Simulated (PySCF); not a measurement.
Consider C$_{4}$H$_{13}$BSi.

```xyz
19

B    -1.4122   -1.3306   -1.2565
C    -1.5100   -0.2540   -0.1524
C    -2.6008    0.8038   -0.3182
Si    0.2031    0.6333   -0.1556
C     1.6332   -0.5672    0.1996
C     2.9753    0.1461    0.3128
H    -0.9158   -2.3673   -1.0305
H    -1.8009   -1.1084   -2.3386
H    -1.5959   -0.6876    0.8483
H    -2.5307    1.2802   -1.2928
H    -3.5865    0.3471   -0.2386
H    -2.5263    1.5793    0.4430
H     0.4354    1.3170   -1.4375
H     0.1429    1.6600    0.9004
H     1.6940   -1.3152   -0.5924
H     1.4459   -1.1151    1.1247
H     3.7789   -0.5609    0.5130
H     2.9539    0.8754    1.1188
H     3.2066    0.6732   -0.6095
```

Geometry: GFN2-xTB.

Theory: PySCF 2.14.0, CAM-B3LYP/def2-SVPD, SCF density, gas phase.

What can the converged electron density and electron localisation function tell about the bonding?

Answer. C–C (1.52 Å): the density is about 1.6 e/Å³ at the midpoint; the ELF peaks at about 0.95 between the atoms (a shared electron pair).
C–Si (1.90 Å): ρ at the midpoint is about 0.95 e/Å³; the ELF peaks at about 0.95 between the atoms; a covalent bond.
C–H (1.09 Å): ρ at the midpoint is about 2 e/Å³; the ELF climbs to about 1 towards the hydrogen, as it does in any bond to H (a covalent bond by its length).

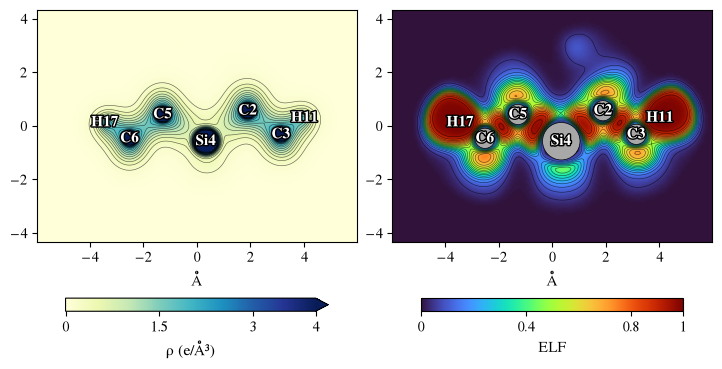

Computed electron density and electron localisation function on the plane of atoms C2, Si4 and C5, in this order. Grey discs cover the atomic cores in the ELF map. 
